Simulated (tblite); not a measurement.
## Geometry relaxation, with input and output: C6H10BNSi (part 1 of 3)

C6H10BNSi, SMILES [SiH3]NB1C=CC=CC=C1, computed with GFN2-xTB geometry optimisation, gas phase (tblite 0.8.0).

It belongs to a series of runs on one base structure; here: H on B replaced by NHSiH3.

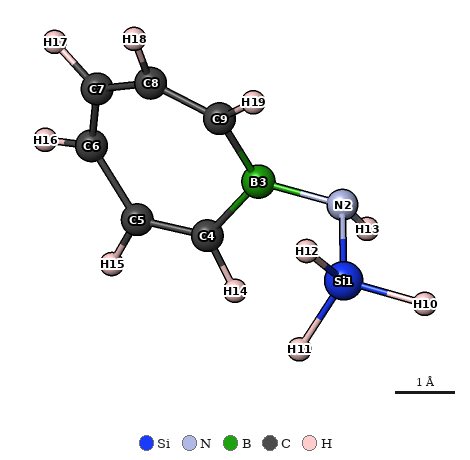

The input geometry (ball-and-stick view, seen at a tilt; atoms are numbered from 1 in the order of the input). Bond lengths as drawn: B–C 1.56 to 1.57 Å, B–N 1.51 Å, C–C 1.33 to 1.48 Å, C–H 1.07 to 1.09 Å, H–N 1.06 Å, H–Si 1.46 to 1.47 Å and N–Si 1.80 Å.

## Key numbers

- outcome: converged
- total energy: −648.1126 eV
- hardware: 1 CPU thread, shared host
- wall time: 2.5 s
- peak memory: 0.18 GiB

## The input
```
{"job": {"kind": "relax", "xc": "GFN2-xTB", "basis": "xTB"}, "charge": 0, "multiplicity": 1}
Si     3.054500     0.269800     0.029300
N      1.874500    -0.895300     0.717700
B      0.472600    -0.491100     0.328800
C     -0.229500     0.683100     1.100600
C     -1.504200     1.050600     1.029500
C     -2.591700     0.410400     0.251100
C     -2.504900    -0.395600    -0.813000
C     -1.302800    -0.881000    -1.516800
C     -0.058500    -0.980800    -1.057800
H      4.406700    -0.111200     0.424000
H      2.758300     1.622400     0.534900
H      2.937700     0.260700    -1.435400
H      1.949900    -0.831100     1.777400
H      0.404800     1.206500     1.809600
H     -1.815200     1.873100     1.671300
H     -3.589200     0.691100     0.577200
H     -3.446600    -0.692900    -1.251200
H     -1.494900    -1.317900    -2.499700
H      0.668700    -1.461400    -1.684800
```

The first line tells a small driver script what to run in tblite; the rest is the geometry in Å.

Launch command:
```bash
OMP_NUM_THREADS=1 python <driver script> task.json out
```

## Log
```
step      E/eV     max force
  0    -647.17810    1.979
  1    -647.39154    1.160
  2    -647.45639    0.805
  3    -647.49958    0.586
  4    -647.52173    0.551
  5    -647.53800    0.270
  6    -647.54632    0.309
  7    -647.55943    0.337
  8    -647.57490    0.330
  9    -647.58892    0.267
 10    -647.59856    0.247
 11    -647.60610    0.281
 12    -647.61484    0.288
 13    -647.62671    0.273
 14    -647.63944    0.302
 15    -647.65052    0.229
 16    -647.65895    0.204
 17    -647.66708    0.234
 18    -647.67635    0.224
 19    -647.68588    0.239
 20    -647.69568    0.214
 21    -647.70702    0.272
 22    -647.72048    0.319
 23    -647.73478    0.334
 24    -647.74819    0.298
 25    -647.76141    0.296
 26    -647.77539    0.268
 27    -647.79028    0.253
 28    -647.80354    0.255
 29    -647.81360    0.303
 30    -647.82302    0.275
 31    -647.83359    0.226
 32    -647.85016    0.213
 33    -647.85759    0.229
 34    -647.86925    0.239
 35    -647.88164    0.294
 36    -647.89683    0.332
 37    -647.90938    0.240
 38    -647.91937    0.266
 39    -647.93223    0.283
 40    -647.95140    0.261
 41    -647.96804    0.382
 42    -647.98287    0.392
 43    -647.99577    0.403
 44    -648.00872    0.252
 45    -648.01674    0.294
 46    -648.02534    0.178
 47    -648.03269    0.150
 48    -648.03802    0.141
 49    -648.04393    0.218
 50    -648.04865    0.206
 51    -648.05210    0.126
 52    -648.05413    0.090
 53    -648.05541    0.076
 54    -648.05655    0.074
 55    -648.05755    0.083
 56    -648.05856    0.097
 57    -648.05957    0.109
 58    -648.06044    0.066
 59    -648.06100    0.041
 60    -648.06138    0.041
 61    -648.06181    0.047
 62    -648.06235    0.055
 63    -648.06289    0.043
 64    -648.06325    0.038
 65    -648.06346    0.034
 66    -648.06364    0.035
 67    -648.06384    0.035
 68    -648.06403    0.032
 69    -648.06422    0.031
 70    -648.06440    0.028
 71    -648.06454    0.023
 72    -648.06464    0.029
 73    -648.06473    0.027
 74    -648.06482    0.024
 75    -648.06492    0.024
 76    -648.06501    0.019
 77    -648.06507    0.017
 78    -648.06513    0.020
 79    -648.06520    0.019
 80    -648.06528    0.022
 81    -648.06537    0.023
 82    -648.06547    0.033
 83    -648.06564    0.047
 84    -648.06589    0.053
 85    -648.06617    0.043
 86    -648.06640    0.031
 87    -648.06660    0.037
 88    -648.06685    0.038
 89    -648.06723    0.051
 90    -648.06777    0.054
 91    -648.06838    0.055
 92    -648.06895    0.058
 93    -648.06946    0.054
 94    -648.06996    0.049
 95    -648.07053    0.066
 96    -648.07130    0.081
 97    -648.07223    0.092
 98    -648.07329    0.102
 99    -648.07460    0.085
100    -648.07619    0.090
101    -648.07709    0.101
102    -648.07845    0.102
103    -648.07975    0.105
104    -648.07976    0.156
105    -648.08190    0.076
106    -648.08296    0.082
107    -648.08512    0.105
108    -648.08581    0.061
109    -648.08675    0.072
110    -648.08809    0.070
111    -648.08896    0.062
112    -648.08995    0.123
113    -648.09098    0.105
114    -648.09218    0.090
115    -648.09413    0.108
116    -648.09540    0.100
117    -648.09756    0.093
118    -648.09971    0.102
119    -648.10060    0.065
120    -648.10148    0.073
121    -648.10197    0.052
122    -648.10244    0.045
123    -648.10314    0.046
124    -648.10370    0.071
125    -648.10416    0.041
126    -648.10436    0.065
127    -648.10443    0.045
128    -648.10473    0.030
129    -648.10482    0.026
130    -648.10506    0.025
131    -648.10518    0.021
132    -648.10526    0.020
133    -648.10533    0.020
134    -648.10542    0.023
135    -648.10551    0.021
136    -648.10564    0.027
137    -648.10580    0.028
138    -648.10594    0.028
139    -648.10611    0.027
140    -648.10632    0.028
141    -648.10660    0.040
142    -648.10690    0.054
143    -648.10721    0.049
144    -648.10755    0.039
145    -648.10797    0.040
146    -648.10853    0.042
147    -648.10918    0.059
148    -648.10986    0.060
149    -648.11047    0.053
150    -648.11093    0.038
151    -648.11126    0.037
152    -648.11152    0.040
153    -648.11172    0.026
154    -648.11188    0.025
155    -648.11197    0.020
156    -648.11203    0.016
157    -648.11207    0.014
158    -648.11211    0.017
159    -648.11215    0.016
160    -648.11219    0.015
161    -648.11222    0.013
162    -648.11226    0.011
163    -648.11228    0.010
164    -648.11231    0.011
165    -648.11232    0.010
166    -648.11234    0.014
167    -648.11237    0.018
168    -648.11242    0.018
169    -648.11247    0.015
170    -648.11251    0.010
171    -648.11255    0.011
172    -648.11257    0.011
173    -648.11260    0.010
174    -648.11261    0.009
```

## Trajectory as extended XYZ (Å, eV, eV/Å), 25 of the 175 frames kept, from step=0 to step=174
```
19
Properties=species:S:1:pos:R:3:forces:R:3 step=0 energy=-647.17810
Si    3.0545    0.2698    0.0293   -0.7620  -0.7780   0.2380
N     1.8745   -0.8953    0.7177   -0.3890   1.6500   0.9150
B     0.4726   -0.4911    0.3288    0.7780   0.2320  -0.2820
C    -0.2295    0.6831    1.1006    1.1000  -1.4900  -0.1600
C    -1.5042    1.0506    1.0295   -1.8720  -0.2970  -0.5120
C    -2.5917    0.4104    0.2511    1.1210   1.1180   1.1880
C    -2.5049   -0.3956   -0.8130    1.2300  -0.5230  -0.9570
C    -1.3028   -0.8810   -1.5168   -1.8580   0.0040   0.0420
C    -0.0585   -0.9808   -1.0578    0.8630   0.3440   1.4790
H     4.4067   -0.1112    0.4240   -0.0440  -0.1440   0.1340
H     2.7583    1.6224    0.5349    0.1460   0.0470  -0.0970
H     2.9377    0.2607   -1.4354   -0.0490  -0.0410   0.1640
H     1.9499   -0.8311    1.7774    0.0190  -0.2450  -1.6170
H     0.4048    1.2065    1.8096   -0.0640   0.1900  -0.0380
H    -1.8152    1.8731    1.6713   -0.2790  -0.0460  -0.1750
H    -3.5892    0.6911    0.5772    0.1210   0.0190   0.0200
H    -3.4466   -0.6929   -1.2512    0.0130  -0.1280  -0.1840
H    -1.4949   -1.3179   -2.4997   -0.2570   0.1950   0.1430
H     0.6687   -1.4614   -1.6848    0.1830  -0.1090  -0.3030
19
Properties=species:S:1:pos:R:3:forces:R:3 step=7 energy=-647.55943
Si    3.0576    0.2733    0.0276   -0.1220  -0.1550   0.0420
N     1.8570   -0.7710    0.7081    0.0490   0.0870  -0.0320
B     0.4861   -0.4532    0.3125    0.2450  -0.1200   0.1220
C    -0.2464    0.6093    1.1300   -0.0410   0.0310  -0.0490
C    -1.5314    1.0131    1.0359    0.0380   0.0050   0.0760
C    -2.5571    0.4239    0.2603   -0.1210  -0.0800   0.0000
C    -2.4644   -0.3968   -0.8164   -0.1090   0.0050   0.1010
C    -1.3185   -0.9007   -1.4808    0.0640   0.0040  -0.0170
C    -0.0469   -0.9718   -1.0212   -0.0100   0.0440  -0.0150
H     4.3796   -0.1564    0.4585    0.0640  -0.1390   0.1080
H     2.8067    1.6364    0.5029    0.1700   0.2870  -0.0480
H     2.9186    0.2403   -1.4207   -0.0040  -0.0290  -0.1200
H     1.9605   -0.8592    1.7147    0.0170   0.0230  -0.1570
H     0.3756    1.2002    1.7913    0.0340   0.0160   0.1970
H    -1.8528    1.8478    1.6440   -0.1070   0.1020   0.1320
H    -3.5547    0.7081    0.5633   -0.1650   0.0800  -0.0590
H    -3.4049   -0.6831   -1.2673   -0.0920   0.0080  -0.0980
H    -1.5342   -1.3042   -2.4613   -0.0230  -0.1530  -0.1210
H     0.6596   -1.4468   -1.6889    0.1130  -0.0160  -0.0620
19
Properties=species:S:1:pos:R:3:forces:R:3 step=14 energy=-647.63944
Si    3.1012    0.3017    0.0055    0.0470   0.1040  -0.0170
N     1.8718   -0.6937    0.6729    0.0250  -0.0550   0.0450
B     0.4952   -0.4208    0.3098   -0.1580   0.0600   0.0950
C    -0.2760    0.5918    1.1684   -0.1810   0.0530   0.0580
C    -1.5695    0.9862    1.0841   -0.2610  -0.0210  -0.1510
C    -2.5944    0.4205    0.2694    0.0470   0.0240  -0.1570
C    -2.4821   -0.4041   -0.8089    0.0820  -0.0800  -0.1110
C    -1.3262   -0.9337   -1.4601   -0.0430   0.0820  -0.0100
C    -0.0421   -0.9565   -1.0212   -0.0860   0.1020   0.0080
H     4.3358   -0.2629    0.5332    0.1570  -0.0210  -0.0060
H     3.0057    1.7320    0.3926    0.0730  -0.1170  -0.0510
H     2.9267    0.2110   -1.4351    0.0960   0.0090  -0.1680
H     2.0111   -0.8613    1.6594   -0.0600   0.0700   0.0700
H     0.3248    1.1596    1.8750    0.0030  -0.0280   0.0540
H    -1.9154    1.8233    1.6915    0.0760  -0.1760   0.0610
H    -3.6066    0.7528    0.4992    0.1840  -0.0310   0.0250
H    -3.4113   -0.6586   -1.3143    0.0410   0.0460   0.0970
H    -1.5415   -1.3726   -2.4359    0.0020   0.0030   0.1630
H     0.6830   -1.4054   -1.6928   -0.0440  -0.0250  -0.0060
19
Properties=species:S:1:pos:R:3:forces:R:3 step=22 energy=-647.72048
Si    3.1916    0.2692   -0.0627    0.0670   0.1500   0.0890
N     1.8688   -0.5604    0.6660    0.1080  -0.0460  -0.0320
B     0.4806   -0.3417    0.3261   -0.0420   0.2370  -0.1520
C    -0.3468    0.5673    1.2388   -0.0990   0.0870   0.0330
C    -1.6368    0.9580    1.1075   -0.2850  -0.1370   0.0450
C    -2.6191    0.4542    0.2100   -0.0740  -0.0370   0.0790
C    -2.5049   -0.3911   -0.8508    0.0570   0.0180  -0.0180
C    -1.3340   -0.9354   -1.4499   -0.1450  -0.0550   0.0540
C    -0.0511   -0.8732   -1.0078   -0.1330  -0.1280  -0.0780
H     4.3705   -0.3532    0.5478    0.0170  -0.0580  -0.1210
H     3.2867    1.7270    0.2348   -0.0890  -0.1970   0.0120
H     3.0611    0.1823   -1.5170    0.0280  -0.1420   0.0340
H     2.0044   -0.7567    1.6491    0.0480   0.1960   0.0060
H     0.1875    1.0796    2.0320    0.0920  -0.0560   0.1220
H    -2.0268    1.6884    1.8159    0.0340  -0.0170  -0.1010
H    -3.6286    0.7892    0.4274    0.0170   0.0420  -0.0090
H    -3.4399   -0.6498   -1.3473    0.1850   0.0440   0.0270
H    -1.5384   -1.4891   -2.3670    0.0710   0.1250   0.0510
H     0.6654   -1.3553   -1.6603    0.1430  -0.0260  -0.0430
19
Properties=species:S:1:pos:R:3:forces:R:3 step=29 energy=-647.81360
Si    3.2983    0.2099   -0.1267    0.0790   0.0790  -0.1450
N     1.8616   -0.3661    0.6289    0.0180   0.0630   0.1680
B     0.4716   -0.1671    0.2987    0.0220  -0.2910  -0.0830
C    -0.4330    0.5618    1.3068   -0.0160  -0.1730  -0.0230
C    -1.7477    0.8724    1.1840    0.1210   0.1730  -0.0340
C    -2.6743    0.4594    0.1925    0.0390   0.0240   0.0460
C    -2.5070   -0.3748   -0.8687   -0.0630   0.0610   0.0150
C    -1.3263   -0.9492   -1.4143   -0.1930   0.0540   0.0000
C    -0.0436   -0.8103   -0.9973   -0.0440   0.0280  -0.1060
H     4.4478   -0.4860    0.4592   -0.0860  -0.1190   0.0290
H     3.4954    1.6467    0.1230   -0.0050   0.0850   0.0230
H     3.2340    0.0362   -1.5748   -0.0830  -0.1130  -0.0250
H     1.9913   -0.4639    1.6271    0.0360   0.1630   0.0770
H     0.0414    0.9348    2.2116    0.0130   0.0790  -0.0290
H    -2.1850    1.5344    1.9246   -0.0270  -0.0640   0.1410
H    -3.6721    0.8564    0.3520   -0.0320  -0.1380  -0.0710
H    -3.4147   -0.6173   -1.4121    0.0300   0.0370  -0.0560
H    -1.5316   -1.5477   -2.2990    0.1270  -0.0050  -0.0010
H     0.6840   -1.3204   -1.6228    0.0650   0.0570   0.0740
19
Properties=species:S:1:pos:R:3:forces:R:3 step=36 energy=-647.89683
Si    3.3631    0.1760   -0.1992   -0.2290  -0.2320  -0.0650
N     1.8699   -0.1222    0.6378   -0.0670   0.0380   0.0620
B     0.4688   -0.1020    0.3161    0.0450  -0.1020  -0.0180
C    -0.5125    0.4860    1.3526    0.2320   0.1080   0.0280
C    -1.8264    0.8022    1.2359    0.1920  -0.0540   0.0830
C    -2.7118    0.4732    0.1775    0.0250  -0.1380   0.0800
C    -2.5010   -0.3334   -0.8944   -0.0190  -0.0010  -0.0210
C    -1.3155   -0.9387   -1.3885    0.1140   0.0720  -0.0770
C    -0.0363   -0.7625   -0.9745    0.1540  -0.0120  -0.0220
H     4.4037   -0.6798    0.3893   -0.0510   0.0480   0.1160
H     3.6733    1.5971    0.0217    0.1030  -0.0280  -0.1270
H     3.2934   -0.1887   -1.6189   -0.1490   0.1400   0.0920
H     2.0291   -0.0314    1.6360   -0.0780   0.1210  -0.0610
H    -0.0547    0.8040    2.2874   -0.0520   0.0210   0.0760
H    -2.2798    1.3472    2.0600   -0.0950  -0.0110  -0.0610
H    -3.7254    0.8395    0.2826   -0.0160   0.0860   0.1020
H    -3.3820   -0.5314   -1.4890   -0.0710  -0.0460  -0.1480
H    -1.4825   -1.5735   -2.2541   -0.0130   0.0350  -0.0560
H     0.7170   -1.2524   -1.5858   -0.0260  -0.0450   0.0190
19
Properties=species:S:1:pos:R:3:forces:R:3 step=44 energy=-648.00872
Si    3.3313    0.0978   -0.2248   -0.0300  -0.0690  -0.1780
N     1.8499    0.0856    0.6728    0.0560   0.1140  -0.0320
B     0.4676   -0.0559    0.3504    0.1190  -0.1160  -0.0320
C    -0.5260    0.4499    1.4104    0.1340   0.0090   0.0350
C    -1.8499    0.6841    1.2875    0.0930   0.0590   0.0940
C    -2.7048    0.4068    0.1925   -0.0420   0.0780  -0.0220
C    -2.4720   -0.3066   -0.9352    0.0460  -0.0040   0.0230
C    -1.2686   -0.9020   -1.3991    0.1270  -0.0120  -0.1030
C     0.0004   -0.7536   -0.9457    0.0850   0.0230   0.0760
H     4.2625   -0.8261    0.4257    0.0460  -0.0430   0.0710
H     3.8679    1.4646   -0.1859    0.0300   0.0170   0.0060
H     3.1470   -0.3054   -1.6201   -0.0900   0.0140   0.0770
H     2.0186    0.4402    1.6117   -0.1590  -0.0850  -0.1710
H    -0.1054    0.7384    2.3730   -0.0010   0.0090  -0.0180
H    -2.3474    1.1711    2.1156   -0.1450   0.0200   0.1480
H    -3.6970    0.8129    0.3149   -0.2470  -0.0290  -0.0420
H    -3.3163   -0.4438   -1.6008   -0.0460   0.0040   0.0120
H    -1.4210   -1.5056   -2.2870    0.0540  -0.0210  -0.1350
H     0.7534   -1.2434   -1.5633   -0.0310   0.0320   0.1920
19
Properties=species:S:1:pos:R:3:forces:R:3 step=51 energy=-648.05210
Si    3.3227    0.0496   -0.2500   -0.1250   0.0110   0.0140
N     1.8421    0.2463    0.6323    0.0220  -0.0350  -0.0070
B     0.4704   -0.0217    0.3732   -0.0560   0.1090   0.0140
C    -0.5399    0.4417    1.4451    0.0500  -0.0290   0.0260
C    -1.8741    0.6316    1.3290    0.0340   0.0150   0.0420
C    -2.7069    0.3852    0.2011    0.0450   0.0110   0.0520
C    -2.4318   -0.2810   -0.9482   -0.0060   0.0690  -0.0390
C    -1.2217   -0.8689   -1.4144    0.0200   0.0170   0.0110
C     0.0257   -0.7512   -0.9040    0.0380   0.0040   0.0090
H     4.1748   -0.9197    0.4527   -0.0180   0.0030  -0.0120
H     3.9873    1.3565   -0.3057    0.0240   0.0190   0.0350
H     3.0154   -0.3947   -1.6048    0.0340  -0.0370  -0.0230
H     1.9793    0.7014    1.5260    0.0830  -0.0170  -0.0250
H    -0.1216    0.6909    2.4214   -0.0720   0.0370  -0.0530
H    -2.4050    1.0487    2.1805   -0.0280  -0.0180   0.0160
H    -3.7218    0.7559    0.3062    0.0140  -0.0510   0.0100
H    -3.2627   -0.3791   -1.6355   -0.0630  -0.0520  -0.0610
H    -1.3424   -1.4377   -2.3323   -0.0190   0.0110  -0.0210
H     0.8005   -1.2445   -1.4800    0.0230  -0.0660   0.0140
19
Properties=species:S:1:pos:R:3:forces:R:3 step=58 energy=-648.06044
Si    3.3074    0.0425   -0.2638    0.0410  -0.0500  -0.0110
N     1.8395    0.2717    0.6248    0.0010   0.0090  -0.0210
B     0.4664    0.0072    0.3756   -0.0300   0.0220   0.0190
C    -0.5445    0.4521    1.4542    0.0270   0.0340  -0.0090
C    -1.8812    0.6225    1.3393    0.0300  -0.0260  -0.0220
C    -2.7024    0.3800    0.2013   -0.0220  -0.0240   0.0300
C    -2.4210   -0.2611   -0.9621   -0.0200   0.0190   0.0050
C    -1.2077   -0.8463   -1.4258   -0.0140   0.0010   0.0300
C     0.0329   -0.7424   -0.8962   -0.0020  -0.0120   0.0360
H     4.1454   -0.9336    0.4480   -0.0200  -0.0120  -0.0070
H     4.0093    1.3303   -0.3115   -0.0080   0.0230  -0.0060
H     3.0061   -0.4274   -1.6123    0.0260   0.0150  -0.0060
H     2.0012    0.7469    1.5027    0.0070  -0.0120   0.0320
H    -0.1364    0.6987    2.4337   -0.0090   0.0130  -0.0280
H    -2.4242    1.0085    2.1988   -0.0110  -0.0130  -0.0270
H    -3.7255    0.7223    0.3167   -0.0150  -0.0190  -0.0090
H    -3.2556   -0.3771   -1.6461    0.0080   0.0220  -0.0060
H    -1.3288   -1.4163   -2.3436    0.0160   0.0090   0.0020
H     0.8094   -1.2693   -1.4411   -0.0040   0.0010  -0.0030
19
Properties=species:S:1:pos:R:3:forces:R:3 step=65 energy=-648.06346
Si    3.3113    0.0363   -0.2711    0.0090  -0.0100   0.0020
N     1.8457    0.2787    0.6194   -0.0130  -0.0030   0.0270
B     0.4700    0.0225    0.3777   -0.0210  -0.0020   0.0000
C    -0.5427    0.4716    1.4505   -0.0170   0.0020   0.0100
C    -1.8829    0.6160    1.3369   -0.0080  -0.0190   0.0050
C    -2.7085    0.3692    0.2038   -0.0120   0.0010   0.0000
C    -2.4234   -0.2545   -0.9672   -0.0030  -0.0060   0.0050
C    -1.2070   -0.8384   -1.4219    0.0000   0.0030  -0.0030
C     0.0299   -0.7411   -0.8825    0.0090   0.0080  -0.0170
H     4.1304   -0.9486    0.4494    0.0050  -0.0080  -0.0170
H     4.0116    1.3264   -0.3157    0.0080  -0.0040  -0.0020
H     3.0220   -0.4263   -1.6257    0.0060   0.0120   0.0150
H     2.0155    0.7396    1.5047    0.0020  -0.0030  -0.0190
H    -0.1423    0.7216    2.4316    0.0110   0.0280  -0.0160
H    -2.4337    0.9873    2.1970    0.0050   0.0090   0.0190
H    -3.7350    0.6983    0.3248   -0.0130  -0.0030   0.0040
H    -3.2549   -0.3658   -1.6556    0.0110   0.0090  -0.0060
H    -1.3191   -1.4060   -2.3420   -0.0020  -0.0090  -0.0010
H     0.8034   -1.2777   -1.4214    0.0230  -0.0040  -0.0070
19
Properties=species:S:1:pos:R:3:forces:R:3 step=72 energy=-648.06464
Si    3.3112    0.0309   -0.2683    0.0010   0.0180  -0.0060
N     1.8448    0.2721    0.6222    0.0060   0.0010   0.0130
B     0.4679    0.0225    0.3780    0.0020   0.0000  -0.0050
C    -0.5452    0.4790    1.4469   -0.0060   0.0280   0.0000
C    -1.8874    0.6112    1.3407   -0.0040   0.0010   0.0030
C    -2.7146    0.3596    0.2092    0.0100   0.0010  -0.0020
C    -2.4228   -0.2529   -0.9665    0.0070  -0.0120   0.0020
C    -1.2052   -0.8352   -1.4223    0.0010  -0.0050  -0.0060
C     0.0321   -0.7405   -0.8835   -0.0040  -0.0090   0.0020
H     4.1311   -0.9601    0.4414    0.0040  -0.0070  -0.0030
H     4.0093    1.3227   -0.3124    0.0110  -0.0110   0.0150
H     3.0277   -0.4190   -1.6272   -0.0100  -0.0060  -0.0050
H     2.0169    0.7361    1.5050   -0.0060  -0.0010  -0.0010
H    -0.1381    0.7520    2.4189   -0.0060   0.0010   0.0060
H    -2.4353    0.9855    2.2021    0.0060  -0.0010  -0.0020
H    -3.7430    0.6840    0.3316    0.0050  -0.0120  -0.0030
H    -3.2490   -0.3575   -1.6620   -0.0080   0.0010   0.0070
H    -1.3179   -1.4028   -2.3425   -0.0030   0.0020  -0.0030
H     0.8078   -1.2784   -1.4189   -0.0050   0.0100  -0.0130
```
